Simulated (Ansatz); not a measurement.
## Run report: GeH₃BrClF, geometry relaxation

- system: GeH₃BrClF
- method: RKS B3LYP/def2-SVP (Ansatz 0.2.0)

The input holds or restrains some coordinates. It belongs to a series of runs on one base structure; here: pulled along the bonds that form and break, towards end A. Figures and captions count atoms from 1; the log counts them from 0 in places.

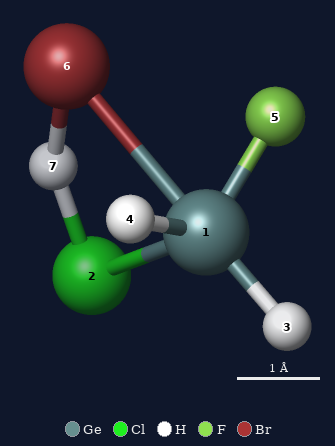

The starting structure (ball-and-stick view, seen at a tilt; atoms are numbered from 1 in the order of the input). Sticks mark near contacts. Bond lengths as drawn: Br–Ge 2.70 Å, Br–H 1.70 Å, Cl–Ge 2.57 Å, Cl–H 1.52 Å, F–Ge 1.68 Å and Ge–H 1.55 Å.

**Input**
```yaml
crystal:
  periodic: [false, false, false]
  atoms:
    - { symbol: Ge, position_ang: [0.0, 0.0, 0.0] }
    - { symbol: Cl, position_ang: [0.0, 0.0, 2.57] }
    - { symbol: H, position_ang: [1.4616, 0.0, -0.5162] }
    - { symbol: H, position_ang: [-0.73, 1.2648, -0.5162] }
    - { symbol: F, position_ang: [-0.7913, -1.3709, -0.5594] }
    - { symbol: Br, position_ang: [-2.5623, 0.0, 0.8514] }
    - { symbol: H, position_ang: [-1.4556, 0.0, 2.1355] }
basis:
  gaussian: { orbitals: def2-SVP }
hamiltonian:
  xc: b3lyp
relax:
  f_tol: 0.15
  max_steps: 25
  restrain:
    - { distance: [0, 5], at: 3.6, k: 30.0 }
    - { distance: [6, 1], at: 2.57, k: 30.0 }
    - { distance: [0, 1], at: 2.22, k: 30.0 }
    - { distance: [6, 5], at: 1.55, k: 30.0 }
output:
  orbitals: {}
```

Command:
```bash
ansatz run input.yaml --threads 4 --pin off --max-ram 5120MiB --backend cpu --events-out ev --progress --plain --runs-dir out
```

**The program's output**
```
The last accepted step is kept in [file] (removed where the run ends without a failure and the disk answers)
Engine: ansatz 0.2.0, x86_64-unknown-linux-gnu
Functional definition: B3LYP
  parameter a0 = 0.2
  parameter ax = 0.72
  parameter ac = 0.81
  exchange = (1 - a0 - ax)*slater_x + ax*b88_x + a0*exact_x
  correlation = (1 - ac)*vwn_rpa_c + ac*lyp_c
1149 factors; integrals over basis functions are off by at most 3.8e-4 eV
mean field evaluation 1: about -141831.0385 eV, gradient 3.8e1 eV
mean field evaluation 2: about -141824.3130 eV, gradient 7.6e1 eV
mean field evaluation 4: about -141833.4701 eV, gradient 3.2e0 eV
mean field evaluation 8: about -141833.4951 eV, gradient 1.0e-1 eV
mean field evaluation 16: about -141833.4951 eV, gradient 3.1e-5 eV
mean field -141833.49512531 eV, -5212.2848076592 hartree, gradient 3.1e-5 eV, S^2 0.000000; 0 other end points of the search recorded, 0 dependent functions left out
the calculation of the forces begins
reference -141833.49536264 eV, -5212.2848163808 hartree; 48, 48 occupied and 63, 63 virtual orbitals, 1149 factors
relax step   1: F+E_penalty+E_count = -141833.49512531 eV  Δ(F+E_penalty+E_count) = +0.000e0 eV  max|allowed force component| = 2.404e0 eV/Å  E_restraint = 30.86935561 eV  max|allowed force component, restraints' pulls added| = 3.410e1 eV/Å  Δτ_max = 0.0000 Å  (27 SCF iters, accepted)
  distance Ge 0 - Br 5 = 2.7000 Å
  distance H 6 - Cl 1 = 1.5191 Å
  distance Ge 0 - Cl 1 = 2.5700 Å
  distance H 6 - Br 5 = 1.6952 Å
these checks for a lower state are left out or cut short: starts, cluster_reference, orbital_swaps, neighbouring_geometries, increment
1149 factors; integrals over basis functions are off by at most 4.5e-4 eV
mean field -141834.21082838 eV, -5212.3111092618 hartree, gradient 1.5e-5 eV, S^2 0.000000; 0 other end points of the search recorded, 0 dependent functions left out
the calculation of the forces begins
reference -141834.21106778 eV, -5212.3111180598 hartree; 48, 48 occupied and 63, 63 virtual orbitals, 1149 factors
relax step   2: F+E_penalty+E_count = -141834.21082838 eV  Δ(F+E_penalty+E_count) = -7.157e-1 eV  max|allowed force component| = 2.494e0 eV/Å  E_restraint = 14.50729248 eV  max|allowed force component, restraints' pulls added| = 2.386e1 eV/Å  Δτ_max = 0.1949 Å  (34 SCF iters, accepted)
  distance Ge 0 - Br 5 = 3.0066 Å
  distance H 6 - Cl 1 = 1.8408 Å
  distance Ge 0 - Cl 1 = 2.5030 Å
  distance H 6 - Br 5 = 1.6072 Å
these checks for a lower state are left out or cut short: starts, cluster_reference, orbital_swaps, neighbouring_geometries, increment
1149 factors; integrals over basis functions are off by at most 4.8e-4 eV
mean field evaluation 32: about -141834.6670 eV, gradient 2.1e-5 eV
mean field -141834.66703780 eV, -5212.3278746489 hartree, gradient 2.1e-5 eV, S^2 0.000000; 0 other end points of the search recorded, 0 dependent functions left out
the calculation of the forces begins
reference -141834.66727962 eV, -5212.3278835356 hartree; 48, 48 occupied and 63, 63 virtual orbitals, 1149 factors
relax step   3: F+E_penalty+E_count = -141834.66703780 eV  Δ(F+E_penalty+E_count) = -4.562e-1 eV  max|allowed force component| = 4.267e0 eV/Å  E_restraint = 4.51792969 eV  max|allowed force component, restraints' pulls added| = 1.146e1 eV/Å  Δτ_max = 0.1948 Å  (30 SCF iters, accepted)
  distance Ge 0 - Br 5 = 3.2446 Å
  distance H 6 - Cl 1 = 2.1893 Å
  distance Ge 0 - Cl 1 = 2.3887 Å
  distance H 6 - Br 5 = 1.5108 Å
these checks for a lower state are left out or cut short: starts, cluster_reference, orbital_swaps, neighbouring_geometries, increment
1149 factors; integrals over basis functions are off by at most 4.6e-4 eV
mean field -141835.21617691 eV, -5212.3480551390 hartree, gradient 1.3e-5 eV, S^2 0.000000; 0 other end points of the search recorded, 0 dependent functions left out
the calculation of the forces begins
reference -141835.21642420 eV, -5212.3480642266 hartree; 48, 48 occupied and 63, 63 virtual orbitals, 1149 factors
relax step   4: F+E_penalty+E_count = -141835.21617691 eV  Δ(F+E_penalty+E_count) = -5.491e-1 eV  max|allowed force component| = 3.252e0 eV/Å  E_restraint = 0.36268891 eV  max|allowed force component, restraints' pulls added| = 4.296e0 eV/Å  Δτ_max = 0.1947 Å  (30 SCF iters, accepted)
  distance Ge 0 - Br 5 = 3.4833 Å
  distance H 6 - Cl 1 = 2.4923 Å
  distance Ge 0 - Cl 1 = 2.2473 Å
  distance H 6 - Br 5 = 1.4886 Å
these checks for a lower state are left out or cut short: starts, cluster_reference, orbital_swaps, neighbouring_geometries, increment
1149 factors; integrals over basis functions are off by at most 4.3e-4 eV
mean field -141835.53402797 eV, -5212.3597359498 hartree, gradient 2.1e-5 eV, S^2 0.000000; 0 other end points of the search recorded, 0 dependent functions left out
the calculation of the forces begins
reference -141835.53427917 eV, -5212.3597451814 hartree; 48, 48 occupied and 63, 63 virtual orbitals, 1149 factors
relax step   5: F+E_penalty+E_count = -141835.53402797 eV  Δ(F+E_penalty+E_count) = -3.179e-1 eV  max|allowed force component| = 1.237e0 eV/Å  E_restraint = 0.05428260 eV  max|allowed force component, restraints' pulls added| = 1.212e0 eV/Å  Δτ_max = 0.1948 Å  (28 SCF iters, accepted)
  distance Ge 0 - Br 5 = 3.6106 Å
  distance H 6 - Cl 1 = 2.5874 Å
  distance Ge 0 - Cl 1 = 2.2001 Å
  distance H 6 - Br 5 = 1.4970 Å
these checks for a lower state are left out or cut short: starts, cluster_reference, orbital_swaps, neighbouring_geometries, increment
1149 factors; integrals over basis functions are off by at most 4.4e-4 eV
mean field -141835.55765558 eV, -5212.3606042486 hartree, gradient 5.3e-6 eV, S^2 0.000000; 0 other end points of the search recorded, 0 dependent functions left out
the calculation of the forces begins
reference -141835.55790766 eV, -5212.3606135123 hartree; 48, 48 occupied and 63, 63 virtual orbitals, 1149 factors
relax step   6: F+E_penalty+E_count = -141835.55765558 eV  Δ(F+E_penalty+E_count) = -2.363e-2 eV  max|allowed force component| = 1.160e0 eV/Å  E_restraint = 0.02587747 eV  max|allowed force component, restraints' pulls added| = 4.379e-1 eV/Å  Δτ_max = 0.2000 Å  (29 SCF iters, accepted)
  distance Ge 0 - Br 5 = 3.6074 Å
  distance H 6 - Cl 1 = 2.5672 Å
  distance Ge 0 - Cl 1 = 2.2073 Å
  distance H 6 - Br 5 = 1.5113 Å
these checks for a lower state are left out or cut short: starts, cluster_reference, orbital_swaps, neighbouring_geometries, increment
1149 factors; integrals over basis functions are off by at most 4.4e-4 eV
mean field -141835.58328198 eV, -5212.3615460016 hartree, gradient 1.1e-5 eV, S^2 0.000000; 0 other end points of the search recorded, 0 dependent functions left out
the calculation of the forces begins
reference -141835.58353357 eV, -5212.3615552474 hartree; 48, 48 occupied and 63, 63 virtual orbitals, 1149 factors
relax step   7: F+E_penalty+E_count = -141835.58328198 eV  Δ(F+E_penalty+E_count) = -2.563e-2 eV  max|allowed force component| = 1.088e0 eV/Å  E_restraint = 0.03793936 eV  max|allowed force component, restraints' pulls added| = 3.895e-2 eV/Å  Δτ_max = 0.0708 Å  (29 SCF iters, accepted)
  distance Ge 0 - Br 5 = 3.6094 Å
  distance H 6 - Cl 1 = 2.5686 Å
  distance Ge 0 - Cl 1 = 2.2085 Å
  distance H 6 - Br 5 = 1.5020 Å
1149 factors; integrals over basis functions are off by at most 4.4e-4 eV
mean field evaluation 64: about -141828.0553 eV, gradient 7.1e1 eV
```

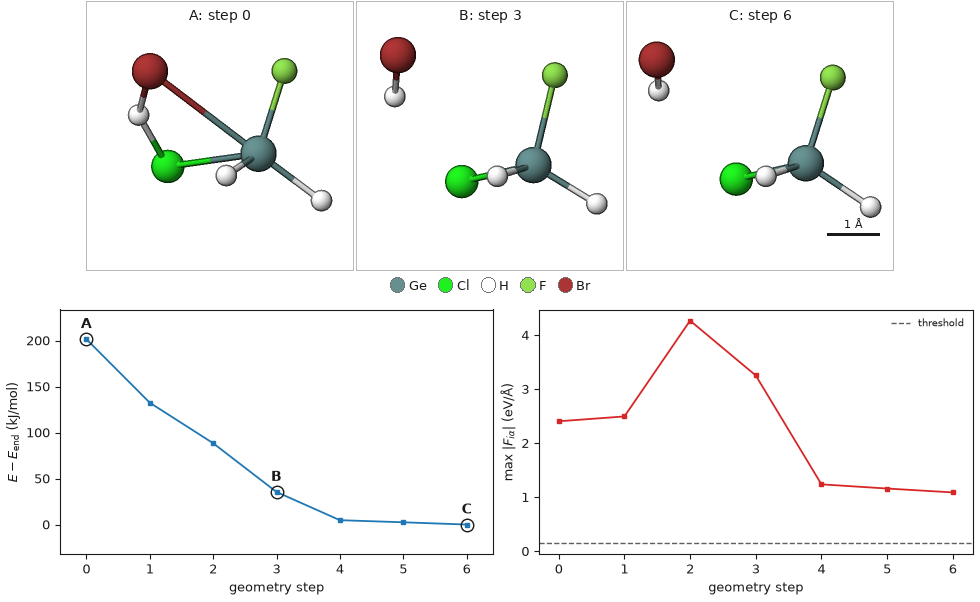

Frames of the restrained relaxation (ball-and-stick view, seen at a tilt) above the curves, on which the letters mark them (the first geometry is step 0 here and step 1 in the log).

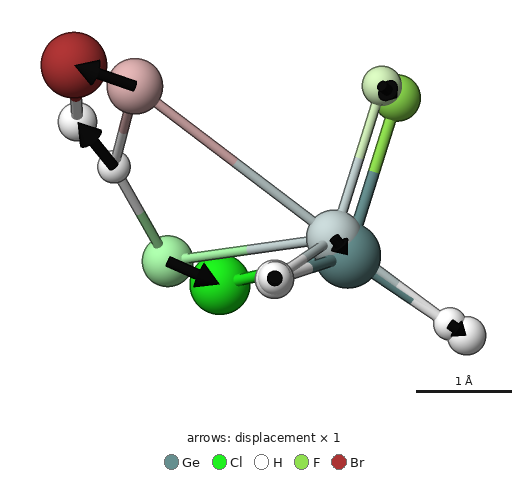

Start (faint) and end (solid) with the displacements as black arrows, at true length (ball-and-stick view, seen at a tilt). The two geometries are laid on each other by the best rigid fit. The atom that moves furthest after the best rigid fit is Br6 (0.70 Å). Largest moves by element: Br 0.70 Å, H 0.66 Å, Cl 0.60 Å, F 0.31 Å, Ge 0.25 Å. Among the contacts that change: Cl2–H7 1.519 → 2.569 Å, Ge1–Br6 2.700 → 3.609 Å, Ge1–Cl2 2.570 → 2.209 Å, Br6–H7 1.695 → 1.502 Å. Bonds break: Cl2–H7 (1.52 → 2.57 Å), Ge1–Br6 (2.70 → 3.61 Å). Among the angles that change: H3–Ge1–H4 109.5° → 118.1°, H3–Ge1–F5 109.5° → 106.0°, Cl2–Ge1–H3 109.5° → 106.4°. The energy falls by 201.5 kJ/mol in 6 geometry steps. The largest force component goes from 2.4 to 1.1 eV/Å. (Atoms are counted from 1 in the order of the input.)

```
mean field -141835.58328198 eV, -5212.3615460016 hartree, gradient 1.1e-5 eV, S^2 0.000000; 1 other end points of the search recorded, 0 dependent functions left out
the calculation of the forces begins
reference -141835.58353357 eV, -5212.3615552474 hartree; 48, 48 occupied and 63, 63 virtual orbitals, 1149 factors
Total energy: -141835.58353357 eV, -5212.3615552474 hartree
Atom 0 at     0.249143     0.040759    -0.012764 Å, force     0.273197    -0.046115     0.286885 eV/Å
Atom 1 at     0.441154    -0.021386     2.186505 Å, force    -0.066257     0.001737    -0.382757 eV/Å
Atom 2 at     1.676391     0.008724    -0.573447 Å, force     0.009410     0.024030     0.003553 eV/Å
Atom 3 at    -0.651510     1.208185    -0.408061 Å, force     0.016693    -0.005337    -0.002675 eV/Å
Atom 4 at    -0.488931    -1.455934    -0.494798 Å, force    -0.008915     0.011685     0.014545 eV/Å
Atom 5 at    -3.177124     0.186257     1.112897 Å, force     0.740482    -0.243984     1.087870 eV/Å
Atom 6 at    -2.126723    -0.072705     2.154768 Å, force    -0.964610     0.257984    -1.007420 eV/Å
Dipole moment:     0.296823     0.344188    -0.149576 e Å
```

**Trajectory as extended XYZ (Å, eV, eV/Å), 7 frames, from step=1 to step=7**
```
7
Properties=species:S:1:pos:R:3:forces:R:3 step=1 energy=-141833.49512
Ge    0.0000    0.0000    0.0000   -0.0124   2.4044   0.3736
Cl    0.0000    0.0000    2.5700    1.5141  -0.0040  -0.6549
H     1.4616    0.0000   -0.5162    0.1450  -0.4755   0.6524
H    -0.7300    1.2648   -0.5162    0.8070   0.0844   0.0887
F    -0.7913   -1.3709   -0.5594    0.5340  -2.3306  -1.2287
Br   -2.5623    0.0000    0.8514   -1.9397   0.2995   1.3826
H    -1.4556    0.0000    2.1355   -1.0479   0.0217  -0.6137
7
Properties=species:S:1:pos:R:3:forces:R:3 step=2 energy=-141834.21083
Ge    0.1250    0.0027    0.0215   -2.4941   1.4217   0.8778
Cl    0.1646    0.0000    2.5242    0.6197  -0.0489  -1.8438
H     1.4799   -0.0049   -0.5153    1.7327  -0.4462  -0.1358
H    -0.7150    1.2593   -0.5113    0.9266  -0.6386   0.6313
F    -0.7685   -1.3657   -0.5585    0.9532  -0.4640  -0.0685
Br   -2.7422    0.0022    0.9263   -0.2943   0.1678   1.7790
H    -1.6214    0.0002    2.0782   -1.4438   0.0081  -1.2400
7
Properties=species:S:1:pos:R:3:forces:R:3 step=3 energy=-141834.66704
Ge    0.2249    0.0105    0.0622   -4.2674   0.7923   0.8966
Cl    0.3386   -0.0010    2.4481    0.1704  -0.0710  -1.9825
H     1.5138   -0.0101   -0.5226    2.6411  -0.4113  -0.7291
H    -0.7029    1.2446   -0.4973    1.1401  -0.8940   0.8717
F    -0.7519   -1.3536   -0.5472    1.3642   0.4831   0.5490
Br   -2.8872    0.0032    0.9799    0.0299   0.1056   1.3040
H    -1.8128    0.0003    2.0420   -1.0784  -0.0047  -0.9096
7
Properties=species:S:1:pos:R:3:forces:R:3 step=4 energy=-141835.21618
Ge    0.2818    0.0381    0.0807   -3.2523   0.0980  -0.0897
Cl    0.4838   -0.0041    2.3185   -0.0927  -0.0408  -1.0519
H     1.5896   -0.0241   -0.5414    1.7048  -0.2786  -0.5131
H    -0.6622    1.2200   -0.4611    0.8862  -0.5421   0.7319
F    -0.7059   -1.3405   -0.5182    1.2447   0.7132   0.6939
Br   -3.0699    0.0046    1.0285    0.4039   0.0655   1.0218
H    -1.9948    0.0000    2.0580   -0.8945  -0.0152  -0.7929
7
Properties=species:S:1:pos:R:3:forces:R:3 step=5 energy=-141835.53403
Ge    0.2461    0.0802   -0.0286   -0.3842  -1.2375   0.2484
Cl    0.4659   -0.0261    2.1579   -0.1024   0.0999  -0.2217
H     1.6699   -0.0503   -0.5480    0.1499   0.0780  -0.2178
H    -0.5967    1.3073   -0.3919    0.0142  -0.1620  -0.0615
F    -0.5565   -1.4552   -0.4683    0.5255   1.2012   0.1742
Br   -3.1848    0.0360    1.0955    0.7221   0.0140   1.0420
H    -2.1214    0.0020    2.1486   -0.9252   0.0064  -0.9635
7
Properties=species:S:1:pos:R:3:forces:R:3 step=6 energy=-141835.55766
Ge    0.2452    0.0238   -0.0084    0.3861   0.4272   0.3078
Cl    0.4398    0.0377    2.1903   -0.0680  -0.1361  -0.3561
H     1.6669   -0.0053   -0.5736    0.0784   0.0058  -0.0011
H    -0.6486    1.2014   -0.3876    0.0050  -0.0280  -0.0628
F    -0.4853   -1.4572   -0.5109   -0.1688  -0.2867   0.0229
Br   -3.1749    0.2342    1.1198    0.8421  -0.4104   1.1599
H    -2.1206   -0.1406    2.1356   -1.0748   0.4282  -1.0707
7
Properties=species:S:1:pos:R:3:forces:R:3 step=7 energy=-141835.58328
Ge    0.2491    0.0408   -0.0128    0.2732  -0.0461   0.2869
Cl    0.4412   -0.0214    2.1865   -0.0663   0.0017  -0.3828
H     1.6764    0.0087   -0.5734    0.0094   0.0240   0.0036
H    -0.6515    1.2082   -0.4081    0.0167  -0.0053  -0.0027
F    -0.4889   -1.4559   -0.4948   -0.0089   0.0117   0.0145
Br   -3.1771    0.1863    1.1129    0.7405  -0.2440   1.0879
H    -2.1267   -0.0727    2.1548   -0.9646   0.2580  -1.0074
```

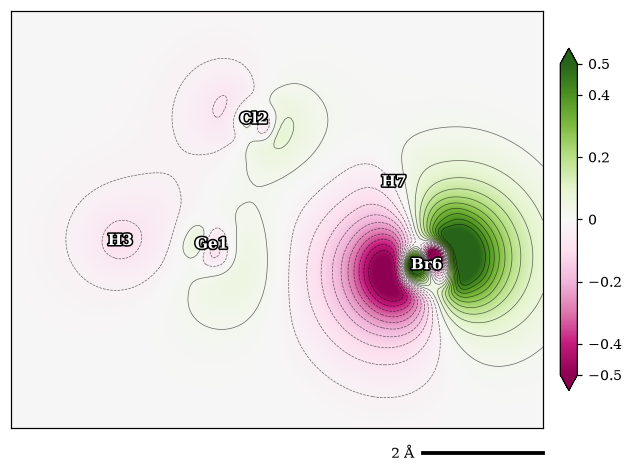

One frontier orbital on the plane of atoms Cl2, Ge1 and H3 (values in Å⁻³ᐟ²; the overall sign is arbitrary). The HOMO−1, at −8.13 eV.

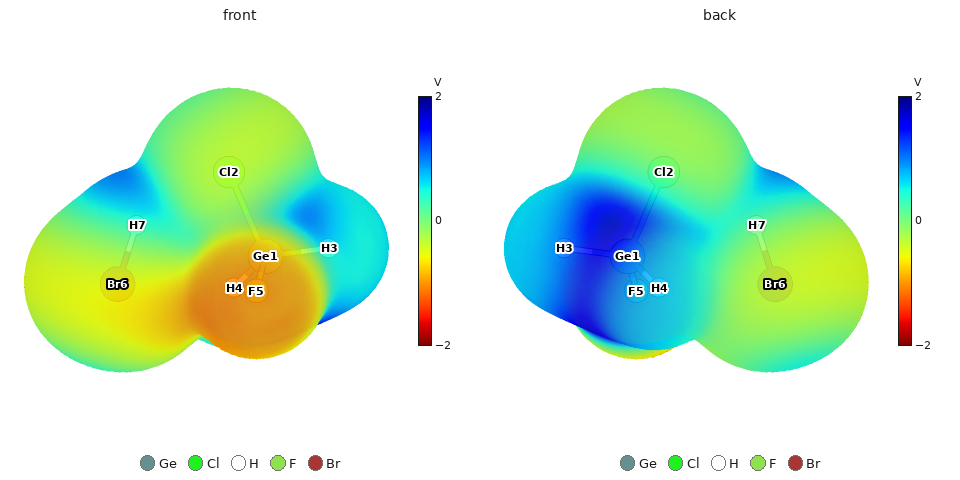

The electrostatic potential painted on the density surface at 0.001 e/bohr³, seen face on and from behind; the colour scale runs from red (negative) to blue (positive). A positive charge is drawn to the negative regions and a negative charge to the positive ones.

**Key numbers**

```csv
quantity,value
outcome,converged under the restraints of the input
total energy,−141835.5835 eV
mean-field energy,−141835.5835 eV
"largest force (length of the vector) at the end, held atoms and coordinates included",1.418 eV/Å
hardware,"4 threads of Intel Xeon (Sapphire Rapids), 16 GiB of memory available, shared host"
wall time,13 s (CPU time 46 s)
peak memory,0.32 GiB
```
